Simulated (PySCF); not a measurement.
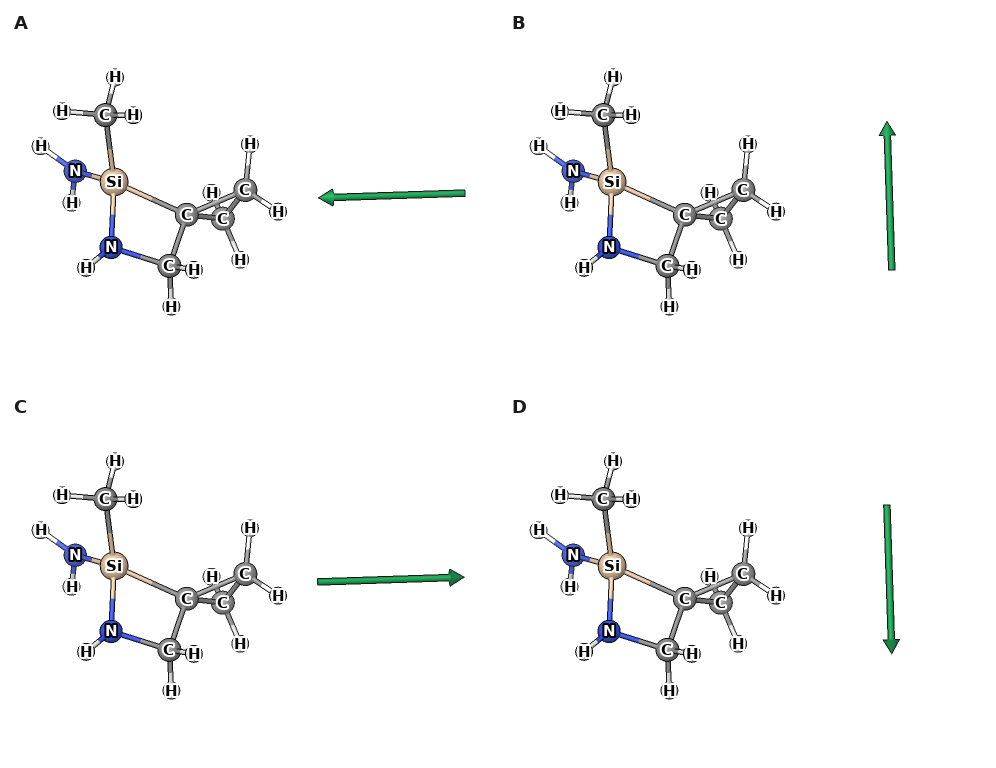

The same molecule four times, each with an arrow. The computed structure is the end point of a GFN2-xTB optimisation. No frequency run is at hand to confirm it as a minimum. Properties computed with PBE0/pcSseg-1, gas phase (PySCF 2.14.0).

Which arrow points along the dipole moment, from the negative to the positive end?

Answer. A. The dipole moment is 1.32 D.

The geometry is semi-empirical. Around Si such bond lengths and angles can be off by a tenth of an ångström or more and by several degrees, and values that hang on the shape move with them.
